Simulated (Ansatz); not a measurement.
# GeH₃ (doublet): the correlation ladder, aug-cc-pVDZ

Aim: climb from Hartree-Fock through coupled cluster and multireference methods for GeH₃ (doublet) at one geometry and basis, and see what each rung misses.

Method: aug-cc-pVDZ, core rule «outside noble gas», up to 14 orbitals frozen; program: Ansatz 0.2.0, Gaussian basis.

To be run: UHF; CCSD(T) on ROHF; CCSD(T) on UHF; BCCD(T) on ROHF; CISD as a restricted active space (open shells left free, so some higher excitations enter); CCSDT(Q) on ROHF; CCSDT(Q) on UHF; CASSCF and MRCISD+Q, 7 electrons in 7 orbitals; CASSCF and NEVPT2, 7 electrons in 7 orbitals.

28 further runs of the same task are left out: 6 for a known fault of the program, 11 that didn't finish, 11 set aside as unsound or not needed. Runs told in other sessions of the task aren't counted.

## (1) The geometry

The geometry is a PBE0/def2-TZVPD stationary point (not a proven minimum) of the parent state, kept for this charge and spin. No spin-orbit coupling is included. The filled d shell of Ge may be among the frozen orbitals whatever the setting's name suggests.

4 atoms, charge 0, spin multiplicity 2.

Atoms are counted from 1 here; the program's logs count them from 0.

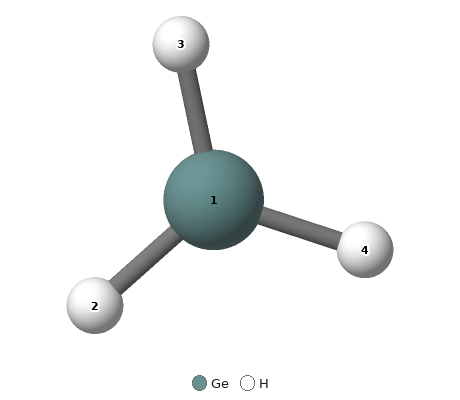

The structure; germanium teal, hydrogen white; atoms are numbered from 1 in the order of the file.

In the tables R marks a restricted open-shell determinant and U an unrestricted one; 'valence' is the active space of 7 electrons in 7 orbitals; energies count from the table's Hartree-Fock row.

## (2) UHF

The input, in.yaml:

```yaml
crystal:
  periodic: [false, false, false]
  atoms:
    - {symbol: Ge, position_ang: [0.000000, 0.000000, 0.000000]}
    - {symbol: H, position_ang: [1.685905, 0.046488, -0.006500]}
    - {symbol: H, position_ang: [-0.883179, 1.436779, 0.011900]}
    - {symbol: H, position_ang: [-0.802727, -1.483267, -0.005400]}
basis:
  gaussian: {orbitals: aug-cc-pVDZ}
magnetization: {spin_polarized: true, initial_magnetization: 1}
hamiltonian: {xc: hf}
output: {orbitals: {seedname: orbitals}}
```

On the command line:

```sh
> ansatz run in.yaml --threads 1 --pin off --events-out ev --progress --plain --max-ram 2393MiB
```

Output:

```text
Functional definition: HF
  name "HF"
  cite "Fock, Z. Phys. 61, 126 (1930) doi:10.1007/BF01340294"
  parent pbe
  exchange = exact_x
  correlation = 0
659 factors; integrals over basis functions are off by at most 7.5e-4 eV
mean field evaluation 1: about -56517.4768 eV, gradient 6.0e0 eV
mean field evaluation 2: about -56517.4763 eV, gradient 6.0e0 eV
mean field evaluation 4: about -56518.0139 eV, gradient 7.1e-1 eV
mean field evaluation 8: about -56518.0301 eV, gradient 1.9e-3 eV
mean field -56518.03011769 eV, -2076.9992975283 hartree, gradient 8.7e-6 eV, S^2 0.777543; 0 other end points of the search recorded, 0 dependent functions left out
reference -56518.03011769 eV, -2076.9992975283 hartree; 18, 17 occupied and 45, 46 virtual orbitals, 659 factors
Total energy: -56518.03011769 eV, -2076.9992975283 hartree
```

Wall time 0.87 s (1 thread of Arm Neoverse V2, shared host).

From the report: ⟨S²⟩ of the determinant 0.778 (pure doublet: 0.75).

## (3) CCSD(T) on ROHF

in.yaml: that of step 2 with these lines changed.

```diff
@@ -9,4 +9,4 @@
   gaussian: {orbitals: aug-cc-pVDZ}
-magnetization: {spin_polarized: true, initial_magnetization: 1}
-hamiltonian: {xc: hf}
-output: {orbitals: {seedname: orbitals}}
+magnetization: {spin_polarized: false, initial_magnetization: 1}
+correlation: {method: ccsd_t, electrons: outside_noble_gas}
+output: {forces: true}
```

The command is unchanged.

Output, cut to the lines that bear on the results:

```text
Functional definition: HF
  name "HF"
  cite "Fock, Z. Phys. 61, 126 (1930) doi:10.1007/BF01340294"
  parent pbe
[...]
659 factors; integrals over basis functions are off by at most 7.5e-4 eV
[...]
mean field -56517.90540776 eV, -2076.9947145230 hartree, gradient 2.3e-6 eV, S^2 0.750000; 1 other end points of the search recorded, 0 dependent functions left out
determinant -56517.90540776 eV, -2076.9947145230 hartree, with singles and doubles -56521.57283021 eV, -2077.1294898121 hartree
determinant -56515.26971673 eV, -2076.8978546643 hartree, with singles and doubles -56519.11259325 eV, -2077.0390777716 hartree
14 core orbitals not correlated: weight in the atoms' cores, before any rotation towards them, 1.000 or more for the frozen orbitals, at most 0.000 for the correlated occupied ones
reference -56517.90540776 eV, -2076.9947145230 hartree; 4, 3 occupied and 45, 46 virtual orbitals, 659 factors
second order -2.78954874 eV of doubles, -0.05637469 eV of singles
cycle   1  -3.63519314 eV  change   -1.5e-1 eV  update   1.6e-2
[...]
cycle  10  -3.64186091 eV  change   -1.8e-7 eV  update   6.1e-7
perturbative correction -0.09230251 eV, -0.0033920546 hartree
[...]
Total energy: -56521.63957118 eV, -2077.1319424977 hartree
Atom 0 at     0.000000     0.000000     0.000000 Å, force    -0.000006    -0.000000     0.000000 eV/Å
Atom 1 at     1.685905     0.046488    -0.006500 Å, force    -1.937270    -0.053419     0.007469 eV/Å
Atom 2 at    -0.883179     1.436779     0.011900 Å, force     1.014862    -1.651003    -0.013674 eV/Å
Atom 3 at    -0.802727    -1.483267    -0.005400 Å, force     0.922414     1.704422     0.006205 eV/Å
Dipole moment:     0.000000     0.000000    -0.000000 e Å
```

Wall time 6.5 s (1 thread of Arm Neoverse V2, shared host).

From the report: correlation -3.7342 eV; T1 0.020; largest double amplitude 0.05.

## (4) CCSD(T) on UHF

in.yaml: that of step 3 with these lines changed.

```diff
@@ -9,3 +9,3 @@
   gaussian: {orbitals: aug-cc-pVDZ}
-magnetization: {spin_polarized: false, initial_magnetization: 1}
+magnetization: {spin_polarized: true, initial_magnetization: 1}
 correlation: {method: ccsd_t, electrons: outside_noble_gas}
```

Launched as before.

Output, cut to the lines that bear on the results:

```text
Functional definition: HF
  name "HF"
  cite "Fock, Z. Phys. 61, 126 (1930) doi:10.1007/BF01340294"
  parent pbe
[...]
659 factors; integrals over basis functions are off by at most 7.5e-4 eV
[...]
mean field -56518.03011769 eV, -2076.9992975283 hartree, gradient 1.8e-6 eV, S^2 0.777543; 1 other end points of the search recorded, 0 dependent functions left out
determinant -56518.03011769 eV, -2076.9992975283 hartree, with singles and doubles -56521.57607596 eV, -2077.1296090912 hartree
determinant -56515.44589800 eV, -2076.9043292063 hartree, with singles and doubles -56519.11439373 eV, -2077.0391439378 hartree
14 core orbitals not correlated: weight in the atoms' cores, before any rotation towards them, 1.000 or more for the frozen orbitals, at most 0.000 for the correlated occupied ones
reference -56518.03011769 eV, -2076.9992975283 hartree; 4, 3 occupied and 45, 46 virtual orbitals, 659 factors
second order -2.71943531 eV of doubles, -0.00000000 eV of singles
cycle   1  -3.51577254 eV  change   -1.4e-1 eV  update   1.7e-2
[...]
cycle  10  -3.52343816 eV  change   -3.3e-7 eV  update   7.4e-7
perturbative correction -0.08944427 eV, -0.0032870164 hartree
[...]
Total energy: -56521.64300012 eV, -2077.1320685087 hartree
Atom 0 at     0.000000     0.000000     0.000000 Å, force    -0.000006    -0.000000     0.000000 eV/Å
Atom 1 at     1.685905     0.046488    -0.006500 Å, force    -1.937580    -0.053428     0.007470 eV/Å
Atom 2 at    -0.883179     1.436779     0.011900 Å, force     1.015024    -1.651267    -0.013676 eV/Å
Atom 3 at    -0.802727    -1.483267    -0.005400 Å, force     0.922562     1.704695     0.006206 eV/Å
Dipole moment:     0.000000     0.000000    -0.000000 e Å
```

Run time: 6.5 s. Hardware: 1 thread of Arm Neoverse V2, shared host.

From the report: ⟨S²⟩ of the determinant 0.778 (pure doublet: 0.75); correlation -3.6129 eV; T1 0.015; largest double amplitude 0.05.

## (5) BCCD(T) on ROHF

in.yaml: that of step 4 with these lines changed.

```diff
@@ -9,4 +9,3 @@
   gaussian: {orbitals: aug-cc-pVDZ}
-magnetization: {spin_polarized: true, initial_magnetization: 1}
-correlation: {method: ccsd_t, electrons: outside_noble_gas}
-output: {forces: true}
+magnetization: {spin_polarized: false, initial_magnetization: 1}
+correlation: {method: bccd_t, electrons: outside_noble_gas}
```

The command is unchanged.

Output, cut to the lines that bear on the results:

```text
Functional definition: HF
  name "HF"
  cite "Fock, Z. Phys. 61, 126 (1930) doi:10.1007/BF01340294"
  parent pbe
[...]
659 factors; integrals over basis functions are off by at most 7.5e-4 eV
[...]
mean field -56517.90540776 eV, -2076.9947145230 hartree, gradient 2.3e-6 eV, S^2 0.750000; 1 other end points of the search recorded, 0 dependent functions left out
determinant -56517.90540776 eV, -2076.9947145230 hartree, with singles and doubles -56521.57283021 eV, -2077.1294898121 hartree
determinant -56515.26971673 eV, -2076.8978546643 hartree, with singles and doubles -56519.11259325 eV, -2077.0390777716 hartree
14 core orbitals not correlated: weight in the atoms' cores, before any rotation towards them, 1.000 or more for the frozen orbitals, at most 0.000 for the correlated occupied ones
reference -56517.90540776 eV, -2076.9947145230 hartree; 4, 3 occupied and 45, 46 virtual orbitals, 659 factors
second order -2.78954874 eV of doubles, -0.05637469 eV of singles
cycle   1  -3.63813481 eV  change   -1.5e-1 eV  update   1.7e-2
[...]
cycle   8  -3.64188753 eV  change    5.8e-6 eV  update   7.5e-6
perturbative correction -0.09272765 eV, -0.0034076784 hartree
Total energy: -56521.64002295 eV, -2077.1319590997 hartree
```

It took 2.9 s on 1 thread of Arm Neoverse V2, shared host.

From the report: correlation -3.7346 eV; largest double amplitude 0.05.

## (6) CISD as a restricted active space (open shells left free, so some higher excitations enter)

in.yaml: that of step 5 with these lines changed.

```diff
@@ -10,2 +10,2 @@
 magnetization: {spin_polarized: false, initial_magnetization: 1}
-correlation: {method: bccd_t, electrons: outside_noble_gas}
+correlation: {active_space: {ras: {orbitals: [3, 1, 45], electrons: 7, max_holes: 2, max_particles: 2}, fixed_orbitals: true}}
```

Launched as before.

Output:

```text
Functional definition: HF
  name "HF"
  cite "Fock, Z. Phys. 61, 126 (1930) doi:10.1007/BF01340294"
  parent pbe
  exchange = exact_x
  correlation = 0
659 factors; integrals over basis functions are off by at most 7.5e-4 eV
mean field evaluation 1: about -56517.4548 eV, gradient 7.7e0 eV
mean field evaluation 2: about -56517.4543 eV, gradient 7.7e0 eV
mean field evaluation 4: about -56517.9037 eV, gradient 6.7e-1 eV
mean field evaluation 8: about -56517.9054 eV, gradient 2.0e-5 eV
mean field -56517.90540776 eV, -2076.9947145230 hartree, gradient 2.3e-6 eV, S^2 0.750000; 0 other end points of the search recorded, 0 dependent functions left out
reference -56517.90540776 eV, -2076.9947145230 hartree; 18, 17 occupied and 45, 46 virtual orbitals, 659 factors
state -56521.37269803 eV, -2077.1221350901 hartree
Total energy: -56521.37269803 eV, -2077.1221350901 hartree
```

Run time: 1.9 s. Hardware: 1 thread of Arm Neoverse V2, shared host.

From the report: 13,912 determinants.

## (7) CCSDT(Q) on ROHF

in.yaml: that of step 6 with these lines changed.

```diff
@@ -10,2 +10,2 @@
 magnetization: {spin_polarized: false, initial_magnetization: 1}
-correlation: {active_space: {ras: {orbitals: [3, 1, 45], electrons: 7, max_holes: 2, max_particles: 2}, fixed_orbitals: true}}
+correlation: {method: ccsdt_q, electrons: outside_noble_gas}
```

Launched as before.

Output, cut to the lines that bear on the results:

```text
Functional definition: HF
  name "HF"
  cite "Fock, Z. Phys. 61, 126 (1930) doi:10.1007/BF01340294"
  parent pbe
[...]
1096 factors; integrals over basis functions are off by at most 2.3e-7 eV
[...]
mean field -56517.90547356 eV, -2076.9947169411 hartree, gradient 1.6e-6 eV, S^2 0.750000; 1 other end points of the search recorded, 0 dependent functions left out
determinant -56517.90547356 eV, -2076.9947169411 hartree, with singles and doubles -56521.57289994 eV, -2077.1294923747 hartree
determinant -56515.26978221 eV, -2076.8978570706 hartree, with singles and doubles -56519.11270809 eV, -2077.0390819919 hartree
14 core orbitals not correlated: weight in the atoms' cores, before any rotation towards them, 1.000 or more for the frozen orbitals, at most 0.000 for the correlated occupied ones
reference -56517.90547356 eV, -2076.9947169411 hartree; 4, 3 occupied and 45, 46 virtual orbitals, 1096 factors
second order -2.78955991 eV of doubles, -0.05637469 eV of singles
cycle   1  -3.40517797 eV  change   -5.6e-1 eV  update   6.7e-2
[...]
cycle  14  -3.75794996 eV  change    2.5e-7 eV  update   2.0e-7
perturbative correction -0.00336967 eV, -0.0001238330 hartree
Total energy: -56521.66679319 eV, -2077.1329428879 hartree
```

Wall time 31 s (1 thread of Arm Neoverse V2, shared host); peak memory 0.47 GiB.

From the report: correlation -3.7613 eV; T1 0.020; largest double amplitude 0.05.

## (8) CCSDT(Q) on UHF

in.yaml: that of step 7 with these lines changed.

```diff
@@ -9,3 +9,3 @@
   gaussian: {orbitals: aug-cc-pVDZ}
-magnetization: {spin_polarized: false, initial_magnetization: 1}
+magnetization: {spin_polarized: true, initial_magnetization: 1}
 correlation: {method: ccsdt_q, electrons: outside_noble_gas}
```

Launched as before.

Output, cut to the lines that bear on the results:

```text
Functional definition: HF
  name "HF"
  cite "Fock, Z. Phys. 61, 126 (1930) doi:10.1007/BF01340294"
  parent pbe
[...]
1096 factors; integrals over basis functions are off by at most 2.3e-7 eV
[...]
mean field -56518.03018359 eV, -2076.9992999500 hartree, gradient 1.7e-6 eV, S^2 0.777543; 1 other end points of the search recorded, 0 dependent functions left out
determinant -56518.03018359 eV, -2076.9992999500 hartree, with singles and doubles -56521.57614579 eV, -2077.1296116575 hartree
determinant -56515.44596373 eV, -2076.9043316221 hartree, with singles and doubles -56519.11446122 eV, -2077.0391464180 hartree
14 core orbitals not correlated: weight in the atoms' cores, before any rotation towards them, 1.000 or more for the frozen orbitals, at most 0.000 for the correlated occupied ones
reference -56518.03018359 eV, -2076.9992999500 hartree; 4, 3 occupied and 45, 46 virtual orbitals, 1096 factors
second order -2.71944624 eV of doubles, -0.00000000 eV of singles
cycle   1  -3.26932554 eV  change   -5.5e-1 eV  update   6.8e-2
[...]
cycle  15  -3.63706105 eV  change    4.4e-7 eV  update   1.3e-7
perturbative correction -0.00330659 eV, -0.0001215148 hartree
Total energy: -56521.67055122 eV, -2077.1330809932 hartree
```

Run time: 29 s. Hardware: 1 thread of Arm Neoverse V2, shared host; peak memory 0.42 GiB.

From the report: ⟨S²⟩ of the determinant 0.778 (pure doublet: 0.75); correlation -3.6404 eV; T1 0.015; largest double amplitude 0.05.

## (9) CASSCF and MRCISD+Q, 7 electrons in 7 orbitals

in.yaml: that of step 8 with these lines changed.

```diff
@@ -9,3 +9,3 @@
   gaussian: {orbitals: aug-cc-pVDZ}
-magnetization: {spin_polarized: true, initial_magnetization: 1}
-correlation: {method: ccsdt_q, electrons: outside_noble_gas}
+magnetization: {spin_polarized: false, initial_magnetization: 1}
+correlation: {method: fic_mrcisd_q, electrons: outside_noble_gas, active_space: {window: {electrons: 7, orbitals: 7}, shells: [{species: Ge, l: s, shell: 4}, {species: Ge, l: p, shell: 4}, {species: H, l: s, shell: 1}]}}
```

The command is unchanged.

Output, cut to the lines that bear on the results:

```text
Functional definition: HF
  name "HF"
  cite "Fock, Z. Phys. 61, 126 (1930) doi:10.1007/BF01340294"
  parent pbe
[...]
1096 factors; integrals over basis functions are off by at most 2.3e-7 eV
[...]
mean field -56517.90547356 eV, -2076.9947169411 hartree, gradient 1.6e-6 eV, S^2 0.750000; 0 other end points of the search recorded, 0 dependent functions left out
reference -56517.90547356 eV, -2076.9947169411 hartree; 18, 17 occupied and 45, 46 virtual orbitals, 1096 factors
state -56519.54512564 eV, -2077.0549730436 hartree
contracted CI cycle   1: correlation 0.00000000 eV, 0.0000000000 hartree, residual 1.02e1 eV
contracted CI cycle   2: correlation -1.92509196 eV, -0.0707458248 hartree, residual 2.17e0 eV
contracted CI cycle   3: correlation -2.01258940 eV, -0.0739612961 hartree, residual 5.20e-1 eV
contracted CI cycle   4: correlation -2.01738170 eV, -0.0741374101 hartree, residual 1.35e-1 eV
contracted CI cycle   5: correlation -2.01770483 eV, -0.0741492850 hartree, residual 3.22e-2 eV
contracted CI cycle   6: correlation -2.01772380 eV, -0.0741499818 hartree, residual 7.47e-3 eV
contracted CI cycle   7: correlation -2.01772483 eV, -0.0741500199 hartree, residual 1.89e-3 eV
contracted CI cycle   8: correlation -2.01772490 eV, -0.0741500223 hartree, residual 4.66e-4 eV
state -56519.54512564 eV, -2077.0549730436 hartree; corrected -56521.66031710 eV, -2077.1327048962 hartree
Total energy: -56521.66031710 eV, -2077.1327048962 hartree
Checks for a lower state left out: starts, orbital_swaps
```

Wall time 4 s (1 thread of Arm Neoverse V2, shared host).

From the report: 321 determinants; active occupations 1.97, 1.95, 1.95, 1.00, 0.07, 0.03, 0.03.

## (10) CASSCF and NEVPT2, 7 electrons in 7 orbitals

The input, in.yaml:

```yaml
crystal:
  periodic: [false, false, false]
  atoms:
    - {symbol: Ge, position_ang: [0.000000, 0.000000, 0.000000]}
    - {symbol: H, position_ang: [1.685905, 0.046488, -0.006500]}
    - {symbol: H, position_ang: [-0.883179, 1.436779, 0.011900]}
    - {symbol: H, position_ang: [-0.802727, -1.483267, -0.005400]}
basis:
  gaussian: {orbitals: aug-cc-pVDZ}
magnetization: {spin_polarized: false, initial_magnetization: 1}
correlation: {method: sc_nevpt2, electrons: outside_noble_gas, active_space: {window: {electrons: 7, orbitals: 7}, shells: [{species: Ge, l: s, shell: 4}, {species: Ge, l: p, shell: 4}, {species: H, l: s, shell: 1}]}}
```

Launched as before.

Output:

```text
Functional definition: HF
  name "HF"
  cite "Fock, Z. Phys. 61, 126 (1930) doi:10.1007/BF01340294"
  parent pbe
  exchange = exact_x
  correlation = 0
1096 factors; integrals over basis functions are off by at most 2.3e-7 eV
mean field evaluation 1: about -56517.4544 eV, gradient 7.7e0 eV
mean field evaluation 2: about -56517.4544 eV, gradient 7.7e0 eV
mean field evaluation 4: about -56517.9037 eV, gradient 6.7e-1 eV
mean field evaluation 8: about -56517.9055 eV, gradient 1.7e-5 eV
mean field -56517.90547356 eV, -2076.9947169411 hartree, gradient 1.6e-6 eV, S^2 0.750000; 0 other end points of the search recorded, 0 dependent functions left out
reference -56517.90547356 eV, -2076.9947169411 hartree; 18, 17 occupied and 45, 46 virtual orbitals, 1096 factors
state -56519.54512564 eV, -2077.0549730436 hartree
state -56519.54512564 eV, -2077.0549730436 hartree; corrected -56521.03098494 eV, -2077.1095773656 hartree
Total energy: -56521.03098494 eV, -2077.1095773656 hartree
Checks for a lower state left out: starts, orbital_swaps
```

Run time: 3.2 s. Hardware: 1 thread of Arm Neoverse V2, shared host.

From the report: 321 determinants; active occupations 1.97, 1.95, 1.95, 1.00, 0.07, 0.03, 0.03.

## (11) How many determinants matter

Natural occupations of the CASSCF valence state about the gap (report; correlated orbitals 1 to 7): 1.971, 1.952, 1.952, 1.000, 0.071, 0.027, 0.027. The count of effectively unpaired electrons, Σ n²(2 − n)², is 1.04; a single determinant of this spin has 1.

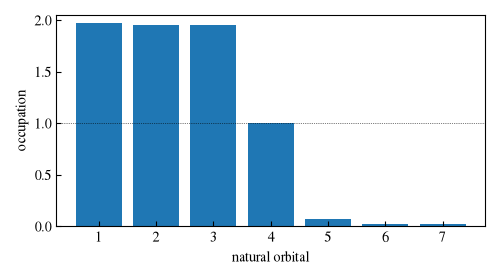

Natural occupations of the CASSCF valence state.

## (12) The ladder

The yardstick is UCCSDT(Q), where the cluster series has nearly closed. Rows without a time are mean-field rows or come out of runs for another level: lower rungs of the coupled-cluster runs, CASSCF and MRCISD of the multireference runs, or the Hartree-Fock search. The times of RCCSD(T), UCCSD(T) include forces.

Differences are taken before rounding.

| method | energy from the lowest ROHF (kJ/mol) | from UCCSDT(Q) (kJ/mol) | time |
| --- | --- | --- | --- |
| ROHF | 0.0 | +363.3 |  |
| UHF | -12.0 | +351.2 |  |
| RMP2 | -274.6 | +88.7 |  |
| UMP2 | -274.4 | +88.9 |  |
| CISD | -334.5 | +28.7 | 1.9 s |
| RCCSD | -351.4 | +11.9 |  |
| UCCSD | -352.0 | +11.3 |  |
| RCCSD(T) | -360.3 | +3.0 | 6.5 s |
| UCCSD(T) | -360.6 | +2.7 | 6.5 s |
| BCCD(T) | -360.3 | +2.9 | 2.9 s |
| RCCSDT | -362.6 | +0.7 |  |
| UCCSDT | -363.0 | +0.3 |  |
| RCCSDT(Q) | -362.9 | +0.4 | 31 s |
| UCCSDT(Q) | -363.3 | 0 | 29 s |
| CASSCF valence | -158.2 | +205.1 |  |
| NEVPT2 valence | -301.6 | +61.7 | 3.2 s |
| MRCISD valence | -352.9 | +10.4 |  |
| MRCISD+Q valence | -362.3 | +1.0 | 4 s |

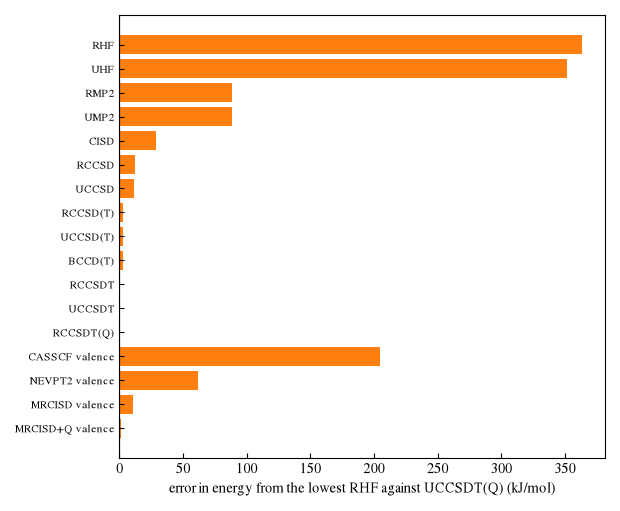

Deviations from UCCSDT(Q), method by method.

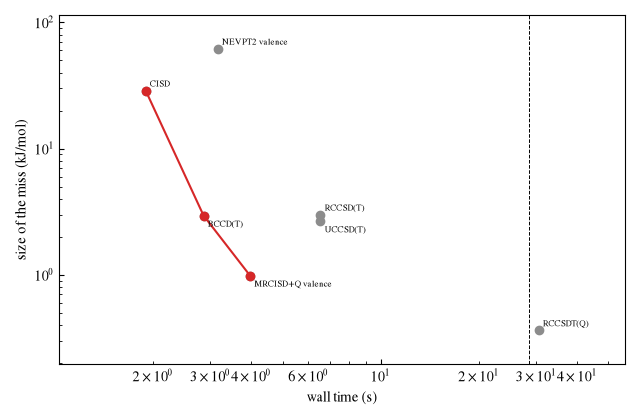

Accuracy for the time spent; red marks the levels that beat every quicker one drawn (of those quicker than the yardstick), and the dashed line is the time of UCCSDT(Q). Times are from a shared host.

## (13) Summary of results

| quantity | value |
| --- | --- |
| UCCSDT(Q) from the ROHF energy | -3.7651 eV |
| RMP2 from UCCSDT(Q) | +88.7 kJ/mol |
| UMP2 from UCCSDT(Q) | +88.9 kJ/mol |
| RCCSD from UCCSDT(Q) | +11.9 kJ/mol |
| RCCSD(T) from UCCSDT(Q) | +3.0 kJ/mol |
| UCCSD(T) from UCCSDT(Q) | +2.7 kJ/mol |
| RCCSDT(Q) from UCCSDT(Q) | +0.4 kJ/mol |
| NEVPT2 valence from UCCSDT(Q) | +61.7 kJ/mol |
| MRCISD+Q valence from UCCSDT(Q) | +1.0 kJ/mol |
| levels within 1 kcal/mol (43 meV) | RCCSD(T), UCCSD(T), BCCD(T), RCCSDT, UCCSDT, RCCSDT(Q), MRCISD+Q valence |
| T1 diagnostic | 0.020 |
| effectively unpaired electrons | 1.04 |

**Reading.** RCCSD(T) lands +3.0 kJ/mol from the yardstick (0.8 % of the correlation energy). One determinant dominates. Of the multireference levels listed MRCISD+Q valence comes nearest in total energy (+1.0 kJ/mol), which doesn't show that its space is the better one. These misses are within one basis, not against nature; the frozen cores of restricted and unrestricted runs differ, which can shift their rows.

With open shells the CI space here admits some higher excitations, so it is larger than plain CISD.

For cost: MRCISD+Q valence gets within 1.0 kJ/mol in 4 s, where UCCSDT(Q) took 29 s; the quickest level in the cost chart, CISD, takes 1.9 s and misses by 28.7 kJ/mol.
